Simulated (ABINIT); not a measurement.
# Quasiparticle gap of WS2 (Tungstenite) in ABINIT, part 2 of 3

How does a plane-wave GW calculation on WS2 (Tungstenite) run from the first input to the gap?

ABINIT 10.8.3; PBE and many-body steps on it, plane waves. Known limits of the many-body steps: not at the basis limit; no spin-orbit coupling; coarse k mesh.

So far. Step 2 (Ground state): The gap is indirect, with the least direct gap 0.86 eV higher.

**3. Bands along the symmetry lines**

Level of this step: DFT, PBE, plane waves, norm-conserving pseudopotentials (ABINIT).

The cheap functional maps the bands first; the places of the edges decide which points the dearer methods must see.

File run.abi:

```
acell 3*1.0 Angstrom
rprim 
  3.153199999992 0.000000000002 0.000000000000
  -1.576599999998 2.730751303206 0.000000000000
  0.000000000000 0.000000000000 12.323000000000
ntypat 2
znucl 74 16
natom 6
typat 1 1 2 2 2 2
xred 
  0.333333333333 0.666666666667 0.250000000000
  0.666666666667 0.333333333333 0.750000000000
  0.333333333333 0.666666666667 0.622500000000
  0.666666666667 0.333333333333 0.122500000000
  0.333333333333 0.666666666667 0.877500000000
  0.666666666667 0.333333333333 0.377500000000
pp_dirpath "pseudos"
pseudos "W.upf, S.upf"
ecut 31
iscf -2
irdden 1
kptopt 0
nkpt 75
kpt 
  0.00000000 0.00000000 0.00000000
  0.06250000 0.00000000 0.00000000
  0.12500000 0.00000000 0.00000000
  0.18750000 0.00000000 0.00000000
  0.25000000 0.00000000 0.00000000
  0.31250000 0.00000000 0.00000000
  0.37500000 0.00000000 0.00000000
  0.43750000 0.00000000 0.00000000
  0.50000000 0.00000000 0.00000000
  0.47916667 0.04166667 0.00000000
  0.45833333 0.08333333 0.00000000
  0.43750000 0.12500000 0.00000000
  0.41666666 0.16666666 0.00000000
  0.39583333 0.20833333 0.00000000
  0.37500000 0.25000000 0.00000000
  0.35416666 0.29166666 0.00000000
  0.33333333 0.33333333 0.00000000
  0.29166666 0.29166666 0.00000000
  0.25000000 0.25000000 0.00000000
  0.20833333 0.20833333 0.00000000
  0.16666666 0.16666666 0.00000000
  0.12500000 0.12500000 0.00000000
  0.08333333 0.08333333 0.00000000
  0.04166667 0.04166667 0.00000000
  0.00000000 0.00000000 0.00000000
  0.00000000 0.00000000 0.06250000
  0.00000000 0.00000000 0.12500000
  0.00000000 0.00000000 0.18750000
  0.00000000 0.00000000 0.25000000
  0.00000000 0.00000000 0.31250000
  0.00000000 0.00000000 0.37500000
  0.00000000 0.00000000 0.43750000
  0.00000000 0.00000000 0.50000000
  0.06250000 0.00000000 0.50000000
  0.12500000 0.00000000 0.50000000
  0.18750000 0.00000000 0.50000000
  0.25000000 0.00000000 0.50000000
  0.31250000 0.00000000 0.50000000
  0.37500000 0.00000000 0.50000000
  0.43750000 0.00000000 0.50000000
  0.50000000 0.00000000 0.50000000
  0.47916667 0.04166667 0.50000000
  0.45833333 0.08333333 0.50000000
  0.43750000 0.12500000 0.50000000
  0.41666666 0.16666666 0.50000000
  0.39583333 0.20833333 0.50000000
  0.37500000 0.25000000 0.50000000
  0.35416666 0.29166666 0.50000000
  0.33333333 0.33333333 0.50000000
  0.29166666 0.29166666 0.50000000
  0.25000000 0.25000000 0.50000000
  0.20833333 0.20833333 0.50000000
  0.16666666 0.16666666 0.50000000
  0.12500000 0.12500000 0.50000000
  0.08333333 0.08333333 0.50000000
  0.04166667 0.04166667 0.50000000
  0.00000000 0.00000000 0.50000000
  0.50000000 0.00000000 0.50000000
  0.50000000 0.00000000 0.43750000
  0.50000000 0.00000000 0.37500000
  0.50000000 0.00000000 0.31250000
  0.50000000 0.00000000 0.25000000
  0.50000000 0.00000000 0.18750000
  0.50000000 0.00000000 0.12500000
  0.50000000 0.00000000 0.06250000
  0.50000000 -0.00000000 0.00000000
  0.33333333 0.33333333 0.50000000
  0.33333333 0.33333333 0.43750000
  0.33333333 0.33333333 0.37500000
  0.33333333 0.33333333 0.31250000
  0.33333333 0.33333333 0.25000000
  0.33333333 0.33333333 0.18750000
  0.33333333 0.33333333 0.12500000
  0.33333333 0.33333333 0.06250000
  0.33333333 0.33333333 0.00000000
istwfk *1
nband 38
nbdbuf 7
tolwfr 1e-07
nstep 50
prtwf 0
prtvol 0
indata_prefix "in"
outdata_prefix "out"
tmpdata_prefix "tmp"
```

Run with:

```sh
> OMP_NUM_THREADS=1 mpirun -n 8 abinit run.abi > log
```

Numbers of over 12 decimals in the logs are rounded to 6 here.

The program printed:

```text
.Version 10.8.3 of ABINIT. v10.8.2 released Aug 2026.

 Symmetries : space group P6_3/m m c (#194); Bravais hP (primitive hexag.)
[... echo of the input left out ...]
== DATASET  1 ==================================================================
-   mpi_nproc: 8, omp_nthreads: 1 (-1 if OMP is not activated)

--- !DatasetInfo
iteration_state: {dtset: 1, }
dimensions: {natom: 6, nkpt: 75, mband: 38, nsppol: 1, nspinor: 1, nspden: 1, mpw: 5986, }
cutoff_energies: {ecut:  31.0, pawecutdg:  -1.0, }
electrons: {nelect:   5.20000000E+01, charge:   0.00000000E+00, occopt:   1.00000000E+00, tsmear:   1.00000000E-02, }

 Real(R)+Recip(G) space primitive vectors, cartesian coordinates (Bohr,Bohr^-1):
 R(1)=  5.9586844  0.0000000  0.0000000  G(1)=  0.1678223  0.0968922  0.0000000
 R(2)= -2.9793422  5.1603721  0.0000000  G(2)=  0.0000000  0.1937845  0.0000000
 R(3)=  0.0000000  0.0000000 23.2870950  G(3)=  0.0000000  0.0000000  0.0429422
 Unit cell volume ucvol=  7.1605555E+02 bohr^3
 Angles (23,13,12)=  9.00000000E+01  9.00000000E+01  1.20000000E+02 degrees

 getcut: wavevector=  0.0000  0.0000  0.0000  ngfft=  30  30 120
         ecut(hartree)=     31.000   => boxcut(ratio)=   2.01023

--- Pseudopotential description ------------------------------------------------
- W Generated using ONCVPSP code by D. R. Hamann
- 74.00000  14.00000  171031                  znucl, zion, pspdat
12 -101130 3 -1 1396                          pspcod,pspxc,lmax,lloc,mmax
     nproj     2     2     2     2
  pspatm : epsatm=   11.70739509
         --- l  ekb(1:nproj) -->
             0   12.992056    1.844411
             1    9.080024    1.409692
             2    4.470007    0.514403
[...]
pspatm: atomic psp has been read  and splines computed

- S Generated using ONCVPSP code by D. R. Hamann
- 16.00000   6.00000  171031                  znucl, zion, pspdat
12 -101130 2 -1 1146                          pspcod,pspxc,lmax,lloc,mmax
     nproj     2     2     2     0
  pspatm : epsatm=    9.01821529
         --- l  ekb(1:nproj) -->
[...]
pspatm: atomic psp has been read  and splines computed

--------------------------------------------------------------------------------

================================================================================
 prteigrs : about to open file out_EIG
 Non-SCF case, kpt    1 (  0.00000  0.00000  0.00000), residuals and eigenvalues=
  4.08E-08  3.88E-08  3.47E-08  4.30E-08  3.17E-08  9.18E-08  2.03E-08  3.89E-08
  4.32E-08  5.67E-08  3.13E-08  5.43E-08  6.73E-08  5.54E-08  3.04E-08  3.11E-08
  8.83E-08  6.69E-08  9.41E-08  3.48E-08  5.90E-08  4.23E-08  6.10E-08  5.57E-08
[...]
4.30E-08  5.40E-08  5.16E-08  5.54E-08  5.85E-04  1.72E-04
 -2.3929E+00 -2.3929E+00 -1.0796E+00 -1.0796E+00 -1.0726E+00 -1.0726E+00
 -1.0726E+00 -1.0726E+00 -2.2539E-01 -2.1688E-01 -1.6868E-01 -1.5256E-01
[...]
5.7955E-01  6.2709E-01
 Non-SCF case, kpt   75 (  0.33333  0.33333  0.00000), residuals and eigenvalues=
[...]
5.7926E-01  6.2782E-01

--- !ResultsGS
iteration_state: {dtset: 1, }
comment   : Summary of ground state results
lattice_vectors:
- [  5.9586844,   0.0000000,   0.0000000, ]
- [ -2.9793422,   5.1603721,   0.0000000, ]
- [  0.0000000,   0.0000000,  23.2870950, ]
lattice_lengths: [   5.95868,    5.95868,   23.28710, ]
lattice_angles: [ 90.000,  90.000, 120.000, ] # degrees, (23, 13, 12)
lattice_volume:   7.1605555E+02
convergence: {deltae:  0.000E+00, res2:  0.000E+00, residm:  9.996E-08, diffor:  0.000E+00, }
etotal    :  -1.96029590E+02
entropy   :   0.00000000E+00
fermie    :   3.49444803E-01
cartesian_stress_tensor: null
pressure_GPa: null
xred      :
- [  3.3333E-01,   6.6667E-01,   2.5000E-01,  W]
- [  6.6667E-01,   3.3333E-01,   7.5000E-01,  W]
- [  3.3333E-01,   6.6667E-01,   6.2250E-01,  S]
- [  6.6667E-01,   3.3333E-01,   1.2250E-01,  S]
- [  3.3333E-01,   6.6667E-01,   8.7750E-01,  S]
- [  6.6667E-01,   3.3333E-01,   3.7750E-01,  S]
cartesian_forces: null
force_length_stats: {min: null, max: null, mean: null, }

 Integrated electronic density in atomic spheres:
 ------------------------------------------------
 Atom  Sphere_radius  Integrated_density
[...]
================================================================================

 ----iterations are completed or convergence reached----

 Mean square residual over all n,k,spin=   51.877E-09; max=  99.957E-09
 reduced coordinates (array xred) for    6 atoms
[...]
0.333333333333      0.666666666667      0.877500000000
       0.666666666667      0.333333333333      0.377500000000

 cartesian coordinates (angstrom) at end:
    1     -1.33e-12     1.820501     3.080750
    2      1.576600     0.910250     9.242250
    3     -1.33e-12     1.820501     7.671068
    4      1.576600     0.910250     1.509567
    5     -1.33e-12     1.820501    10.813432
    6      1.576600     0.910250     4.651933
 length scales=  1.889726125908  1.889726125908  1.889726125908 bohr
              =  1.000000000000  1.000000000000  1.000000000000 angstroms
 prteigrs : about to open file out_EIG
 Eigenvalues (hartree) for nkpt=  75  k points:
 kpt#   1, nband= 38, wtk=  1.00000, kpt=  0.0000  0.0000  0.0000 (reduced coord)
[...]
kpt#   2, nband= 38, wtk=  1.00000, kpt=  0.0625  0.0000  0.0000 (reduced coord)
[...]
kpt#   3, nband= 38, wtk=  1.00000, kpt=  0.1250  0.0000  0.0000 (reduced coord)
[...]
kpt#  74, nband= 38, wtk=  1.00000, kpt=  0.3333  0.3333  0.0625 (reduced coord)
[...]
0.53357    0.53357    0.55922    0.57955    0.57955    0.62709
 kpt#  75, nband= 38, wtk=  1.00000, kpt=  0.3333  0.3333  0.0000 (reduced coord)
[...]
0.15349    0.16268    0.18215    0.18215    0.19731    0.19731    0.24151    0.24151
   0.32228    0.32990    0.39740    0.39740    0.42491    0.47004    0.47237    0.47237
   0.53381    0.53381    0.55844    0.57926    0.57926    0.62782

== END DATASET(S) ==============================================================
================================================================================

 -outvars: echo values of variables after computation  --------
            nband          38
             nkpt          75
          spgroup         194
 [... the other variables as echoed above ...]

 Calculation completed.
```

The job ended after 49 s (8 MPI ranks of Arm Neoverse V2, shared host; peak memory 0.8 GiB; 6.1 min of CPU time).

This step gave:

| Item | Value |
| --- | --- |
| gap | 0.9807 eV |
| k of the valence top | 0, 0, 0 |
| k of the conduction bottom | 0.1667, 0.1667, 0 |
| least direct gap | 1.837 eV |

The gap is 0.981 eV, as in the run before at this level.

The electronic bands at the labelled points (eV, zero at the top of the highest filled band):

```
    point  band 23  band 24  band 25  band 26  band 27  band 28  band 29  band 30
        Γ    -2.19    -1.52    -1.22     0.00     2.31     2.31     2.32     2.32
        M    -1.97    -1.76    -1.71    -1.53     2.33     2.38     2.61     2.91
        K    -2.94    -2.94    -0.74    -0.53     1.31     1.31     2.05     3.28
        Γ    -2.19    -1.52    -1.22     0.00     2.31     2.31     2.32     2.32
        A    -2.21    -2.21    -0.32    -0.32     2.30     2.30     2.30     2.30
        L    -1.87    -1.87    -1.60    -1.60     2.35     2.35     2.78     2.78
        H    -3.11    -3.11    -0.65    -0.65     1.31     1.31     2.58     2.58
        A    -2.21    -2.21    -0.32    -0.32     2.30     2.30     2.30     2.30
jump to L    -1.87    -1.87    -1.60    -1.60     2.35     2.35     2.78     2.78
        M    -1.97    -1.76    -1.71    -1.53     2.33     2.38     2.61     2.91
jump to H    -3.11    -3.11    -0.65    -0.65     1.31     1.31     2.58     2.58
        K    -2.94    -2.94    -0.74    -0.53     1.31     1.31     2.05     3.28
```

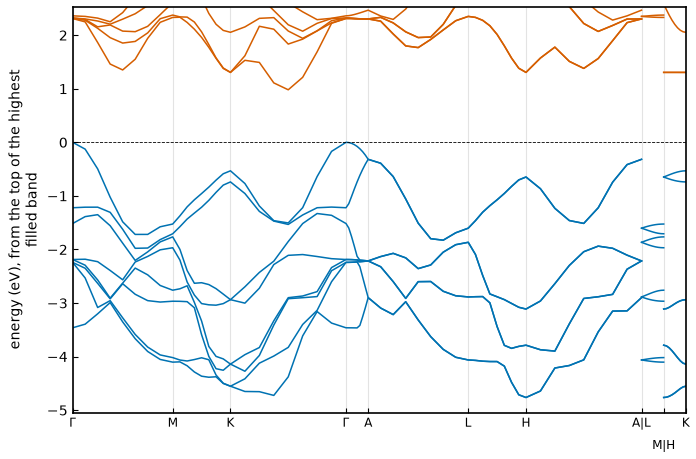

Electronic bands along the path; lines of filled and empty bands in two colours.

**4. Empty states on the mesh, 3×3×1 mesh, 429 bands**

The sums over transitions need many empty states on a uniform mesh; this step solves for them.

File run.abi:

```
acell 3*1.0 Angstrom
rprim 
  3.153199999992 0.000000000002 0.000000000000
  -1.576599999998 2.730751303206 0.000000000000
  0.000000000000 0.000000000000 12.323000000000
ntypat 2
znucl 74 16
natom 6
typat 1 1 2 2 2 2
xred 
  0.333333333333 0.666666666667 0.250000000000
  0.666666666667 0.333333333333 0.750000000000
  0.333333333333 0.666666666667 0.622500000000
  0.666666666667 0.333333333333 0.122500000000
  0.333333333333 0.666666666667 0.877500000000
  0.666666666667 0.333333333333 0.377500000000
pp_dirpath "pseudos"
pseudos "W.upf, S.upf"
ecut 31
ngkpt 3 3 1
nshiftk 1
shiftk 0 0 0
kptopt 1
chksymbreak 0
iscf -2
irdden 1
istwfk *1
nband 429
nbdbuf 38
tolwfr 1e-09
nstep 60
prtvol 0
indata_prefix "in"
outdata_prefix "out"
tmpdata_prefix "tmp"
```

Run with:

```sh
> OMP_NUM_THREADS=2 mpirun -n 3 abinit run.abi > log
```

The program printed:

```text
.Version 10.8.3 of ABINIT. v10.8.2 released Aug 2026.

 Symmetries : space group P6_3/m m c (#194); Bravais hP (primitive hexag.)
[... echo of the input left out ...]
== DATASET  1 ==================================================================
-   mpi_nproc: 3, omp_nthreads: 2 (-1 if OMP is not activated)

--- !DatasetInfo
iteration_state: {dtset: 1, }
dimensions: {natom: 6, nkpt: 3, mband: 429, nsppol: 1, nspinor: 1, nspden: 1, mpw: 5917, }
cutoff_energies: {ecut:  31.0, pawecutdg:  -1.0, }
electrons: {nelect:   5.20000000E+01, charge:   0.00000000E+00, occopt:   1.00000000E+00, tsmear:   1.00000000E-02, }

 Real(R)+Recip(G) space primitive vectors, cartesian coordinates (Bohr,Bohr^-1):
 R(1)=  5.9586844  0.0000000  0.0000000  G(1)=  0.1678223  0.0968922  0.0000000
 R(2)= -2.9793422  5.1603721  0.0000000  G(2)=  0.0000000  0.1937845  0.0000000
 R(3)=  0.0000000  0.0000000 23.2870950  G(3)=  0.0000000  0.0000000  0.0429422
 Unit cell volume ucvol=  7.1605555E+02 bohr^3
 Angles (23,13,12)=  9.00000000E+01  9.00000000E+01  1.20000000E+02 degrees

 getcut: wavevector=  0.0000  0.0000  0.0000  ngfft=  30  30 120
         ecut(hartree)=     31.000   => boxcut(ratio)=   2.01023

--- Pseudopotential description ------------------------------------------------
- W Generated using ONCVPSP code by D. R. Hamann
- 74.00000  14.00000  171031                  znucl, zion, pspdat
12 -101130 3 -1 1396                          pspcod,pspxc,lmax,lloc,mmax
     nproj     2     2     2     2
  pspatm : epsatm=   11.70739509
         --- l  ekb(1:nproj) -->
             0   12.992056    1.844411
             1    9.080024    1.409692
             2    4.470007    0.514403
[...]
pspatm: atomic psp has been read  and splines computed

- S Generated using ONCVPSP code by D. R. Hamann
- 16.00000   6.00000  171031                  znucl, zion, pspdat
12 -101130 2 -1 1146                          pspcod,pspxc,lmax,lloc,mmax
     nproj     2     2     2     0
  pspatm : epsatm=    9.01821529
         --- l  ekb(1:nproj) -->
[...]
pspatm: atomic psp has been read  and splines computed

--------------------------------------------------------------------------------

================================================================================
 prteigrs : about to open file out_EIG
 Non-SCF case, kpt    1 (  0.00000  0.00000  0.00000), residuals and eigenvalues=
  3.62E-10  3.62E-10  2.47E-10  6.63E-10  1.88E-10  9.26E-10  1.21E-10  1.94E-10
  4.16E-10  4.42E-10  3.48E-10  4.64E-10  6.58E-10  7.00E-11  5.44E-10  3.43E-10
  6.46E-10  6.65E-10  8.22E-10  3.49E-10  4.07E-10  6.14E-10  9.76E-10  3.55E-10
[...]
5.20E-04  2.43E-04  7.54E-04  1.24E-03  8.63E-04
 -2.3929E+00 -2.3929E+00 -1.0796E+00 -1.0796E+00 -1.0726E+00 -1.0726E+00
 -1.0726E+00 -1.0726E+00 -2.2539E-01 -2.1688E-01 -1.6868E-01 -1.5256E-01
  6.8428E-02  1.0714E-01  2.0801E-01  2.2170E-01  2.2170E-01  2.2222E-01
[...]
5.0177E+00  5.0178E+00  5.0226E+00  5.0226E+00  5.0267E+00  5.0267E+00
  5.0317E+00  5.0372E+00  5.0373E+00  5.0539E+00  5.0639E+00  5.0722E+00
[...]
prteigrs : prtvol=0 or 1, do not print more k-points.

--- !ResultsGS
iteration_state: {dtset: 1, }
comment   : Summary of ground state results
lattice_vectors:
- [  5.9586844,   0.0000000,   0.0000000, ]
- [ -2.9793422,   5.1603721,   0.0000000, ]
- [  0.0000000,   0.0000000,  23.2870950, ]
lattice_lengths: [   5.95868,    5.95868,   23.28710, ]
lattice_angles: [ 90.000,  90.000, 120.000, ] # degrees, (23, 13, 12)
lattice_volume:   7.1605555E+02
convergence: {deltae:  0.000E+00, res2:  0.000E+00, residm:  9.940E-10, diffor:  0.000E+00, }
etotal    :  -1.96029590E+02
entropy   :   0.00000000E+00
fermie    :   3.49444803E-01
cartesian_stress_tensor: null
pressure_GPa: null
xred      :
- [  3.3333E-01,   6.6667E-01,   2.5000E-01,  W]
- [  6.6667E-01,   3.3333E-01,   7.5000E-01,  W]
- [  3.3333E-01,   6.6667E-01,   6.2250E-01,  S]
- [  6.6667E-01,   3.3333E-01,   1.2250E-01,  S]
- [  3.3333E-01,   6.6667E-01,   8.7750E-01,  S]
- [  6.6667E-01,   3.3333E-01,   3.7750E-01,  S]
cartesian_forces: null
force_length_stats: {min: null, max: null, mean: null, }

 Integrated electronic density in atomic spheres:
 ------------------------------------------------
 Atom  Sphere_radius  Integrated_density
[...]
================================================================================

 ----iterations are completed or convergence reached----

 Mean square residual over all n,k,spin=   41.880E-11; max=  99.396E-11
 reduced coordinates (array xred) for    6 atoms
[...]
0.333333333333      0.666666666667      0.877500000000
       0.666666666667      0.333333333333      0.377500000000

 cartesian coordinates (angstrom) at end:
    1     -1.33e-12     1.820501     3.080750
    2      1.576600     0.910250     9.242250
    3     -1.33e-12     1.820501     7.671068
    4      1.576600     0.910250     1.509567
    5     -1.33e-12     1.820501    10.813432
    6      1.576600     0.910250     4.651933
 length scales=  1.889726125908  1.889726125908  1.889726125908 bohr
              =  1.000000000000  1.000000000000  1.000000000000 angstroms
 prteigrs : about to open file out_EIG
 Eigenvalues (hartree) for nkpt=   3  k points:
 kpt#   1, nband=429, wtk=  0.11111, kpt=  0.0000  0.0000  0.0000 (reduced coord)
[...]
4.97385    4.98551    4.98552    4.99736    4.99739    5.00547    5.01772    5.01779
   5.02257    5.02259    5.02667    5.02669    5.03171    5.03718    5.03733    5.05393
   5.06388    5.07223    5.07572    5.08836    5.09512
 prteigrs : prtvol=0 or 1, do not print more k-points.

== END DATASET(S) ==============================================================
================================================================================

 -outvars: echo values of variables after computation  --------
            nband         429
             nkpt           3
          spgroup         194
 [... the other variables as echoed above ...]

 Calculation completed.
```

The job ended after 12 min (3 MPI ranks; peak memory 0.38 GiB; 34 min of CPU time).

This step gave:

| Item | Value |
| --- | --- |
| gap | 1.305 eV |
| k of the valence top | 0, 0, 0 |
| k of the conduction bottom | 0.3333, 0.3333, 0 |
| least direct gap | 1.837 eV |
| k points computed | 3 |
| lowest point of the top converged band, above the valence top | 116.9973 eV |

On this mesh the gap is 1.305 eV. The earlier step found 0.981 eV, so this mesh misses an edge.

[end of part 2 of 3]

[Paths, hosts, dates, memory and timing lines, banners, echoed tables and standing remarks are left out of the program output.]

[Logs are printed without paths, hosts, clocks, repeated set-up lines and the standing remarks that a program may print on its own settings, such as how far it seeks lower states.]

[Runs of the session that timed out or met a known fault of the program may be left out.]

[Hosts, paths, dates, database ids (printed as entryN), source tags and the programs' standing remarks are cut or masked in the printed files.]

[G0W0 gaps are taken among the corrected bands and points alone; a level outside them can change the order at an edge.]

[Where Ansatz stands beside ABINIT at settings called matched, ABINIT's density can come from a denser mesh and the files from another edition; pairs whose starting gaps differed by over 0.03 eV were left out, so agreement reads better than it is.]
